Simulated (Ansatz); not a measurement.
# BrH₄NSi + H₂: a complex and its separated parts, part 2 of 2

Ansatz 0.2.0, Gaussian basis.

## Step 13: CAM-B3LYP-D4/def2-TZVPP

The inputs:

parta/in.yaml

```yaml
crystal:
  periodic: [false, false, false]
  atoms:
    - {symbol: Si, position_ang: [-1.182504, -0.536756, 0.392807]}
    - {symbol: H, position_ang: [-1.724559, -1.773866, -0.207121]}
    - {symbol: H, position_ang: [-2.190852, 0.240896, 1.142918]}
    - {symbol: N, position_ang: [-0.559034, 0.441655, -0.852010]}
    - {symbol: Br, position_ang: [0.312938, -1.214210, 1.920336]}
    - {symbol: H, position_ang: [-0.286585, 1.392182, -0.657198]}
    - {symbol: H, position_ang: [0.027013, 0.037145, -1.565172]}
basis:
  gaussian: {orbitals: def2-TZVPP}
hamiltonian: {xc: {name: CAM-B3LYP}, dispersion: d4}
```

partb/in.yaml

```yaml
crystal:
  periodic: [false, false, false]
  atoms:
    - {symbol: H, position_ang: [3.059163, 0.895424, -0.280339]}
    - {symbol: H, position_ang: [2.544321, 0.517729, 0.105679]}
basis:
  gaussian: {orbitals: def2-TZVPP}
hamiltonian: {xc: {name: CAM-B3LYP}, dispersion: d4}
```

The same command starts each run, in its folder.

Started as:

```console
$ ansatz run in.yaml --threads 4 --pin off --events-out ev --progress --plain --max-ram 9574MiB
```

Log of parta (excerpt; [...] marks lines left out):

```text
Functional definition: CAM-B3LYP
  name "CAM-B3LYP"
  cite "Yanai, Tew & Handy, Chem. Phys. Lett. 393, 51 (2004) doi:10.1016/j.cplett.2004.06.011"
  cite "Iikura, Tsuneda, Yanai & Hirao, J. Chem. Phys. 115, 3540 (2001) doi:10.1063/1.1383587"
  cite "Becke, Phys. Rev. A 38, 3098 (1988) doi:10.1103/PhysRevA.38.3098"
  cite "Lee, Yang & Parr, Phys. Rev. B 37, 785 (1988) doi:10.1103/PhysRevB.37.785"
[...]
1095 factors; their error is unknown
246 factors; integrals over basis functions are off by at most 2.4e-5 eV
[...]
mean field -79485.18511366 eV, -2921.0266759336 hartree, gradient 5.3e-5 eV, S^2 0.000000; 0 other end points of the search recorded, 0 dependent functions left out
reference -79485.18523039 eV, -2921.0266802231 hartree; 30, 30 occupied and 147, 147 virtual orbitals, 1095 factors
Total energy: -79485.30272324 eV, -2921.0309980060 hartree
```

Output in partb (excerpt; [...] marks lines left out):

```text
[... 6 set-up lines as earlier in the session ...]
[...]
  # Exact exchange under (alpha + beta erf(omega r))/r, Becke's under what is left of 1/r.
[...]
118 factors; their error is unknown
42 factors; integrals over basis functions are off by at most 6.3e-5 eV
[...]
mean field -31.88030476 eV, -1.1715795907 hartree, gradient 6.4e-5 eV, S^2 0.000000; 0 other end points of the search recorded, 0 dependent functions left out
reference -31.88037470 eV, -1.1715821609 hartree; 1, 1 occupied and 27, 27 virtual orbitals, 118 factors
Total energy: -31.88188809 eV, -1.1716377770 hartree
```

Times: 4.7 s (parta), 0.46 s (partb) on 4 threads of Intel Xeon at 2.50GHz, shared host.

## Step 14: wB97X-V/def2-TZVPP

The same edit goes into each in.yaml of step 13 (parta, partb):

```diff
-hamiltonian: {xc: {name: CAM-B3LYP}, dispersion: d4}
+hamiltonian: {xc: {name: wB97X-V}}
```

The same command starts each run, in its folder.

Started as:

```console
$ ansatz run in.yaml --threads 4 --pin off --events-out ev --progress --plain --max-ram 9574MiB
```

parta printed (excerpt; [...] marks lines left out):

```text
Functional definition: wB97X-V
  name "wB97X-V"
  cite "Mardirossian & Head-Gordon, Phys. Chem. Chem. Phys. 16, 9904 (2014) doi:10.1039/C3CP54374A"
[... 2 set-up lines as earlier in the session ...]
[...]
      + integral(e_c_pw_opposite_spin*poly(b97_u_opposite, cos0, cos1)) + vv10(b, c)
1095 factors; their error is unknown
217 factors; integrals over basis functions are off by at most 3.5e-5 eV
[...]
mean field -79474.11620107 eV, -2920.6199008984 hartree, gradient 3.5e-5 eV, S^2 0.000000; 0 other end points of the search recorded, 0 dependent functions left out
reference -79474.11619929 eV, -2920.6199008330 hartree; 30, 30 occupied and 147, 147 virtual orbitals, 1095 factors
Total energy: -79474.11619929 eV, -2920.6199008330 hartree
```

Output in partb (excerpt; [...] marks lines left out):

```text
[... 5 set-up lines as earlier in the session ...]
[...]
      + integral(e_c_pw_opposite_spin*poly(b97_u_opposite, cos0, cos1)) + vv10(b, c)
118 factors; their error is unknown
42 factors; integrals over basis functions are off by at most 3.0e-5 eV
[...]
mean field -31.90860290 eV, -1.1726195282 hartree, gradient 8.8e-5 eV, S^2 0.000000; 0 other end points of the search recorded, 0 dependent functions left out
reference -31.90860190 eV, -1.1726194915 hartree; 1, 1 occupied and 27, 27 virtual orbitals, 118 factors
Total energy: -31.90860190 eV, -1.1726194915 hartree
```

Times: 8.5 s (parta), 0.56 s (partb) on 4 threads of Intel Xeon at 2.50GHz, shared host.

## Step 15: wB97M-V/def2-TZVPP

The same edit goes into each in.yaml of step 14 (parta, partb):

```diff
-hamiltonian: {xc: {name: wB97X-V}}
+hamiltonian: {xc: {name: wB97M-V}}
```

The same command starts each run, in its folder.

Started as:

```console
$ ansatz run in.yaml --threads 4 --pin off --events-out ev --progress --plain --max-ram 9574MiB
```

Output in parta (excerpt; [...] marks lines left out):

```text
Functional definition: wB97M-V
  name "wB97M-V"
  cite "Mardirossian & Head-Gordon, J. Chem. Phys. 144, 214110 (2016) doi:10.1063/1.4952647"
[... 2 set-up lines as earlier in the session ...]
  # Of w^i u^j: cxij and so on, Table III.
[...]
  gx(w, u) = 1 - cx + cx01*u + cx10*w
[...]
      + integral(e_c_pw_mod_opposite_spin*gos(b97_w_opposite, b97_u_opposite)) + vv10(b, c)
1090 factors; their error is unknown
217 factors; integrals over basis functions are off by at most 3.5e-5 eV
[...]
mean field -79477.02407860 eV, -2920.7267634269 hartree, gradient 1.1e-5 eV, S^2 0.000000; 0 other end points of the search recorded, 0 dependent functions left out
reference -79477.02412186 eV, -2920.7267650164 hartree; 30, 30 occupied and 147, 147 virtual orbitals, 1090 factors
Total energy: -79477.02412186 eV, -2920.7267650164 hartree
```

Output in partb (excerpt; [...] marks lines left out):

```text
[... 5 set-up lines as earlier in the session ...]
  # Of w^i u^j: cxij and so on, Table III.
[...]
  gx(w, u) = 1 - cx + cx01*u + cx10*w
[...]
      + integral(e_c_pw_mod_opposite_spin*gos(b97_w_opposite, b97_u_opposite)) + vv10(b, c)
118 factors; their error is unknown
42 factors; integrals over basis functions are off by at most 3.0e-5 eV
[...]
mean field -31.60112106 eV, -1.1613197790 hartree, gradient 7.4e-6 eV, S^2 0.000000; 0 other end points of the search recorded, 0 dependent functions left out
reference -31.60114532 eV, -1.1613206705 hartree; 1, 1 occupied and 27, 27 virtual orbitals, 118 factors
Total energy: -31.60114532 eV, -1.1613206705 hartree
```

Wall times: 9 s (parta), 0.56 s (partb) on 4 threads of Intel Xeon at 2.50GHz, shared host; peak memory 0.53 GiB.

## Step 16: B2PLYP/def2-TZVPP

Each input of step 15 (parta, partb) changes in the same lines:

```diff
-hamiltonian: {xc: {name: wB97M-V}}
+hamiltonian: {xc: {name: B2PLYP}}
```

Each run has its own folder and the same command.

Started as:

```console
$ ansatz run in.yaml --threads 4 --pin off --events-out ev --progress --plain --max-ram 9574MiB
```

Log of parta (excerpt; [...] marks lines left out):

```text
Functional definition: B2PLYP
  name "B2PLYP"
  cite "Grimme, J. Chem. Phys. 124, 034108 (2006) doi:10.1063/1.2148954"
[... 2 set-up lines as earlier in the session ...]
[...]
1066 factors; integrals over basis functions are off by at most 9.3e-4 eV
[...]
mean field -79461.91109781 eV, -2920.1713716267 hartree, gradient 6.3e-6 eV, S^2 0.000000; 0 other end points of the search recorded, 0 dependent functions left out
15 core orbitals not correlated: weight in the atoms' cores, before any rotation towards them, 1.000 or more for the frozen orbitals, at most 0.000 for the correlated occupied ones
reference -79461.91125105 eV, -2920.1713772580 hartree; 15, 15 occupied and 147, 147 virtual orbitals, 1066 factors
second order -20.06919437 eV of doubles, -0.00000000 eV of singles
Total energy: -79467.32993353 eV, -2920.3705101662 hartree
```

partb printed (excerpt; [...] marks lines left out):

```text
[... 5 set-up lines as earlier in the session ...]
[...]
145 factors; integrals over basis functions are off by at most 7.3e-4 eV
[...]
mean field -31.55850050 eV, -1.1597535022 hartree, gradient 1.1e-6 eV, S^2 0.000000; 0 other end points of the search recorded, 0 dependent functions left out
reference -31.55858991 eV, -1.1597567881 hartree; 1, 1 occupied and 27, 27 virtual orbitals, 145 factors
second order -1.02365714 eV of doubles, -0.00000000 eV of singles
Total energy: -31.83497734 eV, -1.1699138387 hartree
```

Times: 6.5 s (parta), 0.41 s (partb) on 4 threads of Intel Xeon at 2.50GHz, shared host.

## Step 17: PBE-QIDH/def2-TZVPP

Each input of step 16 (parta, partb) changes in the same lines:

```diff
-hamiltonian: {xc: {name: B2PLYP}}
+hamiltonian: {xc: {name: PBE-QIDH}}
```

Each run has its own folder and the same command.

Started as:

```console
$ ansatz run in.yaml --threads 4 --pin off --events-out ev --progress --plain --max-ram 9574MiB
```

parta printed (excerpt; [...] marks lines left out):

```text
Functional definition: PBE-QIDH
  name "PBE-QIDH"
  cite "Brémond, Sancho-García, Pérez-Jiménez & Adamo, J. Chem. Phys. 141, 031101 (2014) doi:10.1063/1.4890314"
[... 1 set-up line as earlier in the session ...]
[...]
1066 factors; integrals over basis functions are off by at most 9.3e-4 eV
[...]
mean field -79451.94964385 eV, -2919.8052949458 hartree, gradient 7.5e-6 eV, S^2 0.000000; 0 other end points of the search recorded, 0 dependent functions left out
15 core orbitals not correlated: weight in the atoms' cores, before any rotation towards them, 1.000 or more for the frozen orbitals, at most 0.000 for the correlated occupied ones
reference -79451.94965527 eV, -2919.8052953653 hartree; 15, 15 occupied and 147, 147 virtual orbitals, 1066 factors
second order -18.72833316 eV of doubles, -0.00000000 eV of singles
Total energy: -79458.19243299 eV, -2920.0347132150 hartree
```

Log of partb (excerpt; [...] marks lines left out):

```text
[... 4 set-up lines as earlier in the session ...]
[...]
145 factors; integrals over basis functions are off by at most 7.3e-4 eV
[...]
mean field -31.52726050 eV, -1.1586054535 hartree, gradient 1.4e-6 eV, S^2 0.000000; 0 other end points of the search recorded, 0 dependent functions left out
reference -31.52726692 eV, -1.1586056894 hartree; 1, 1 occupied and 27, 27 virtual orbitals, 145 factors
second order -0.95920044 eV of doubles, -0.00000000 eV of singles
Total energy: -31.84700040 eV, -1.1703556781 hartree
```

They took 6 s (parta), 0.41 s (partb) on 4 threads of Intel Xeon at 2.50GHz, shared host.

## Step 18: RPA on PBE/def2-TZVPP

Each input of step 17 (parta, partb) changes in the same lines:

```diff
-hamiltonian: {xc: {name: PBE-QIDH}}
+hamiltonian: {xc: pbe}
+correlation: {method: rpa}
```

One command serves all of them, each in its own folder.

Started as:

```console
$ ansatz run in.yaml --threads 4 --pin off --events-out ev --progress --plain --max-ram 9574MiB
```

parta printed (excerpt; [...] marks lines left out):

```text
[... 4 set-up lines as earlier in the session ...]
[...]
1066 factors; integrals over basis functions are off by at most 9.3e-4 eV
[...]
mean field -79465.61577389 eV, -2920.3075159617 hartree, gradient 2.5e-6 eV, S^2 0.000000; 0 other end points of the search recorded, 0 dependent functions left out
15 core orbitals not correlated: weight in the atoms' cores, before any rotation towards them, 1.000 or more for the frozen orbitals, at most 0.000 for the correlated occupied ones
reference -79408.45059480 eV, -2918.2067343780 hartree; 15, 15 occupied and 147, 147 virtual orbitals, 1066 factors
Total energy: -79435.43211328 eV, -2919.1982868933 hartree
```

partb printed (excerpt; [...] marks lines left out):

```text
[... 4 set-up lines as earlier in the session ...]
[...]
145 factors; integrals over basis functions are off by at most 7.3e-4 eV
[...]
mean field -31.73221238 eV, -1.1661372962 hartree, gradient 1.4e-6 eV, S^2 0.000000; 0 other end points of the search recorded, 0 dependent functions left out
reference -30.80641449 eV, -1.1321148513 hartree; 1, 1 occupied and 27, 27 virtual orbitals, 145 factors
Total energy: -32.86230663 eV, -1.2076674939 hartree
```

Times: 4.5 s (parta), 0.47 s (partb) on 4 threads of Intel Xeon at 2.50GHz, shared host.

## Step 19: CCSD(T)/def2-TZVPP

The same edit goes into each in.yaml of step 18 (parta, partb):

```diff
-hamiltonian: {xc: pbe}
-correlation: {method: rpa}
+correlation: {method: ccsd_t}
```

Each run has its own folder and the same command.

Started as:

```console
$ ansatz run in.yaml --threads 4 --pin off --events-out ev --progress --plain --max-ram 9574MiB
```

parta printed (excerpt; [...] marks lines left out):

```text
Functional definition: HF
  name "HF"
  cite "Fock, Z. Phys. 61, 126 (1930) doi:10.1007/BF01340294"
[... 1 set-up line as earlier in the session ...]
[...]
1066 factors; integrals over basis functions are off by at most 9.3e-4 eV
[...]
mean field -79409.58658368 eV, -2918.2484811991 hartree, gradient 4.3e-6 eV, S^2 0.000000; 0 other end points of the search recorded, 0 dependent functions left out
15 core orbitals not correlated: weight in the atoms' cores, before any rotation towards them, 1.000 or more for the frozen orbitals, at most 0.000 for the correlated occupied ones
reference -79409.58658368 eV, -2918.2484811991 hartree; 15, 15 occupied and 147, 147 virtual orbitals, 1066 factors
second order -16.75731898 eV of doubles, -0.00000000 eV of singles
cycle   1  -17.07519359 eV  change   -3.2e-1 eV  update   7.6e-2
[...]
cycle   8  -17.51653841 eV  change   -2.7e-5 eV  update   3.5e-5
perturbative correction -0.61083994 eV, -0.0224479537 hartree
Total energy: -79427.71396202 eV, -2918.9146500662 hartree
```

partb printed (excerpt; [...] marks lines left out):

```text
[... 4 set-up lines as earlier in the session ...]
[...]
145 factors; integrals over basis functions are off by at most 7.3e-4 eV
[...]
mean field -30.82771748 eV, -1.1328977215 hartree, gradient 4.2e-7 eV, S^2 0.000000; 0 other end points of the search recorded, 0 dependent functions left out
reference -30.82771748 eV, -1.1328977215 hartree; 1, 1 occupied and 27, 27 virtual orbitals, 145 factors
second order -0.86257192 eV of doubles, -0.00000000 eV of singles
cycle   1  -1.00722496 eV  change   -1.4e-1 eV  update   2.6e-2
[...]
cycle   7  -1.07306992 eV  change    6.7e-7 eV  update   4.1e-7
perturbative correction -0.00000000 eV, -0.0000000000 hartree
Total energy: -31.90078740 eV, -1.1723323137 hartree
```

Times: 42 s (parta), 0.41 s (partb) on 4 threads of Intel Xeon at 2.50GHz, shared host; peak memory 1.6 GiB.

## Step 20: Vibrations of BrH₄NSi

vib-parta/in.yaml

```yaml
crystal:
  periodic: [false, false, false]
  atoms:
    - {symbol: Si, position_ang: [-1.182504, -0.536756, 0.392807]}
    - {symbol: H, position_ang: [-1.724559, -1.773866, -0.207121]}
    - {symbol: H, position_ang: [-2.190852, 0.240896, 1.142918]}
    - {symbol: N, position_ang: [-0.559034, 0.441655, -0.852010]}
    - {symbol: Br, position_ang: [0.312938, -1.214210, 1.920336]}
    - {symbol: H, position_ang: [-0.286585, 1.392182, -0.657198]}
    - {symbol: H, position_ang: [0.027013, 0.037145, -1.565172]}
basis:
  gaussian: {orbitals: def2-TZVP}
hamiltonian: {xc: pbe0, dispersion: d4}
phonons: {temperatures: {t_min: 298.15, t_max: 900, t_step: 200}}
```

Started as:

```console
$ ansatz run in.yaml --threads 4 --pin off --events-out ev --progress --plain --max-ram 9574MiB
```

Log (excerpt; [...] marks lines left out):

```text
[... 5 set-up lines as earlier in the session ...]
[...]
1012 factors; their error is unknown
[...]
mean field -79468.97323468 eV, -2920.4309003698 hartree, gradient 2.0e-5 eV, S^2 0.000000; 0 other end points of the search recorded, 0 dependent functions left out
[...]
Atom 4 at     0.312938    -1.214210     1.920336 Å, force     0.000789    -0.000444     0.000938 eV/Å
Atom 5 at    -0.286585     1.392182    -0.657198 Å, force    -0.001068    -0.000678     0.000363 eV/Å
Atom 6 at     0.027013     0.037145    -1.565172 Å, force    -0.001094    -0.000449     0.000494 eV/Å
Dipole moment:     0.011681     0.248908    -0.367430 e Å
Vibrations: 202.80 239.32 396.93 460.90 522.30 740.34 870.64 881.48 913.18 935.10 1585.30 2260.42 2272.77 3599.50 3692.18 cm⁻¹, zero-point energy 1.213381 eV
```

It took 2 min on 4 threads of Intel Xeon at 2.50GHz, shared host.

Wavenumbers and character of the modes:

```csv
mode,wavenumber (cm⁻¹),character
1,203,bend
2,239,torsion
3,397,Si–Br stretch
4,461,torsion
5,522,bend with torsion
6,740,bend
7,871,bend with Si–N stretch
8,881,Si–N stretch with bend
9,913,bend
10,935,bend with wag or twist
11,1585,bend
12,2260,Si–H stretch
13,2273,Si–H stretch
14,3600,N–H stretch
15,3692,N–H stretch
```

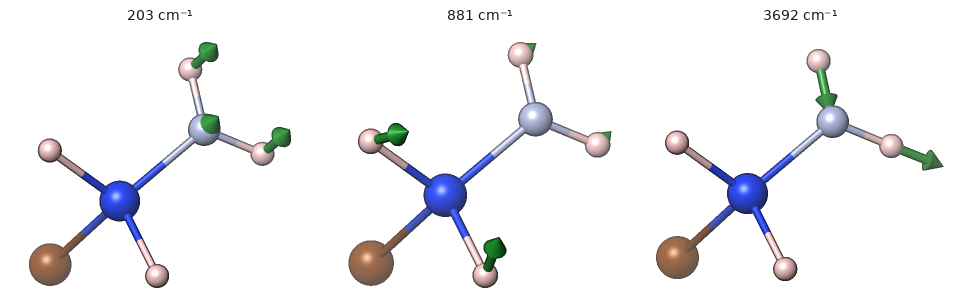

Displacements of 3 modes, as arrows.

Vibrational sums (real modes only):

```csv
T (K),entropy (J/mol/K),heat capacity (J/mol/K)
298,29.7,43.7
498,57.8,65.8
698,82.3,79.1
898,103.4,88.5
```

## Step 21: Vibrations of H₂

vib-partb/in.yaml

```yaml
crystal:
  periodic: [false, false, false]
  atoms:
    - {symbol: H, position_ang: [3.059163, 0.895424, -0.280339]}
    - {symbol: H, position_ang: [2.544321, 0.517729, 0.105679]}
basis:
  gaussian: {orbitals: def2-TZVP}
hamiltonian: {xc: pbe0, dispersion: d4}
phonons: {temperatures: {t_min: 298.15, t_max: 900, t_step: 200}}
```

Started as:

```console
$ ansatz run in.yaml --threads 4 --pin off --events-out ev --progress --plain --max-ram 9574MiB
```

Log (excerpt; [...] marks lines left out):

```text
[... 5 set-up lines as earlier in the session ...]
[...]
88 factors; their error is unknown
[...]
mean field -31.78865274 eV, -1.1682114411 hartree, gradient 1.7e-5 eV, S^2 0.000000; 0 other end points of the search recorded, 0 dependent functions left out
[...]
reference -31.78855808 eV, -1.1682079625 hartree; 1, 1 occupied and 11, 11 virtual orbitals, 88 factors
Total energy: -31.79027515 eV, -1.1682710636 hartree
Atom 0 at     3.059163     0.895424    -0.280339 Å, force    -0.000594    -0.000436     0.000445 eV/Å
Atom 1 at     2.544321     0.517729     0.105679 Å, force     0.000594     0.000436    -0.000445 eV/Å
Dipole moment:     0.000000     0.000000    -0.000000 e Å
Vibrations: 4414.73 cm⁻¹, zero-point energy 0.273679 eV
```

Run time: 1 s. Hardware: 4 threads of Intel Xeon at 2.50GHz, shared host.

Wavenumbers and character of the modes:

```csv
mode,wavenumber (cm⁻¹),character
1,4415,H–H stretch
```

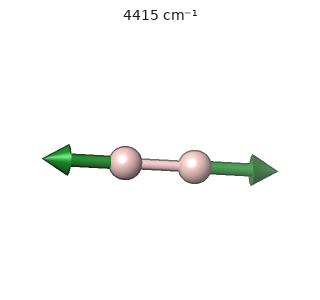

How the atoms move in 1 of the modes.

Vibrational sums (real modes only):

```csv
T (K),entropy (J/mol/K),heat capacity (J/mol/K)
298,0.0,0.0
498,0.0,0.0
698,0.0,0.1
898,0.1,0.4
```

## Step 22: Complex less separated parts

The complex's own energies come from single points at the same levels.

Rows are in def2-TZVPP; times add the 3 runs of a level on a shared host, so small differences are noise.

Differences are taken before rounding.

```csv
method,rung,complex less parts (kJ/mol),from CCSD(T) (kJ/mol),time
SPW92,LDA,-5.89,-3.55,3.7 s
PBE-D4,GGA,-4.17,-1.84,5.1 s
BLYP-D4,GGA,-2.34,0.00,5.3 s
r2SCAN-D4,meta-GGA,-2.44,-0.11,10 s
B97M-V,meta-GGA,-3.18,-0.85,19 s
PBE0-D4,hybrid,-3.66,-1.32,8.7 s
B3LYP-D4,hybrid,-2.76,-0.42,8.2 s
r2SCAN0-D4,hybrid,-2.70,-0.37,12 s
BHLYP-D4,hybrid,-2.98,-0.65,7.9 s
CAM-B3LYP-D4,range-separated hybrid,-3.08,-0.74,9.9 s
wB97X-V,range-separated hybrid,-3.19,-0.86,18 s
wB97M-V,range-separated hybrid,-2.95,-0.62,20 s
B2PLYP,double hybrid,-0.92,+1.41,15 s
PBE-QIDH,double hybrid,-1.94,+0.39,15 s
RPA on PBE,RPA,-1.49,+0.84,12 s
Hartree-Fock,wavefunction,0.69,+3.02,
MP2,wavefunction,-2.40,-0.06,
CCSD,wavefunction,-1.95,+0.38,
CCSD(T),wavefunction,-2.33,0,2.1 min
```

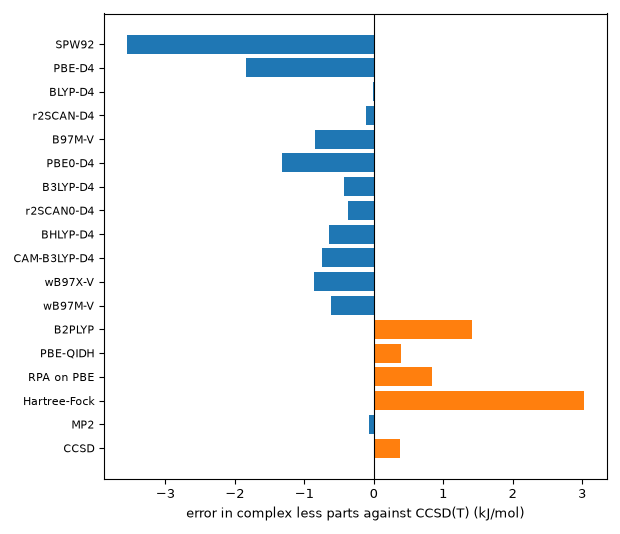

How far each level lands from CCSD(T).

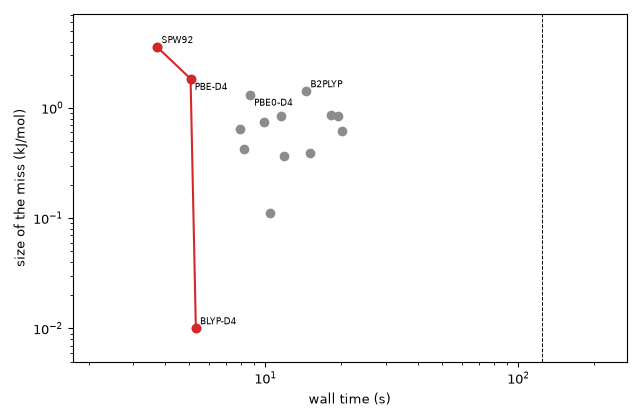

Miss against cost. Red marks the levels that no quicker level drawn beats (of those quicker than the yardstick), and the dashed line is the time of CCSD(T). Only those levels and the largest misses are named. Misses under 0.01 kJ/mol are drawn at that value. Times are from a shared host.

For cost: BLYP-D4 gets within 0.00 kJ/mol in 5.3 s, where CCSD(T) took 2.1 min; the quickest level in the cost chart, SPW92, takes 3.7 s and misses by 3.55 kJ/mol.

The complex's zero-point energy, from a separate PBE0-D4 run, is 1.523 eV.

## Step 23: Outcome

This closing draws on all 2 parts.

```
                              quantity         value
complex less parts, CCSD(T)/def2-TZVPP  -2.33 kJ/mol
                with zero-point energy  +1.09 kJ/mol
                 largest T1 diagnostic         0.008
```

In words: At CCSD(T) the complex lies 2.33 kJ/mol below its parts. BLYP-D4 is the best functional here (0.00 kJ/mol from CCSD(T)); SPW92 is the worst (-3.55 kJ/mol). Mean unsigned error by rung: LDA 3.55, GGA 0.92, meta-GGA 0.48, hybrid 0.69, range-separated hybrid 0.74, double hybrid 0.90 kJ/mol. The double hybrids carry no dispersion term here, unlike the levels marked D4 or V. PBE-D4 gives a relative energy 1.84 kJ/mol too low, an error of 79 % of the reference. The complex's frequency run has imaginary modes: the structure is no minimum, so both the energy and the zero-point correction are in doubt. No counterpoise was applied, and triple zeta lacks some correlation, so the CCSD(T) reference has a basis error of its own, and close matches with it are partly luck.
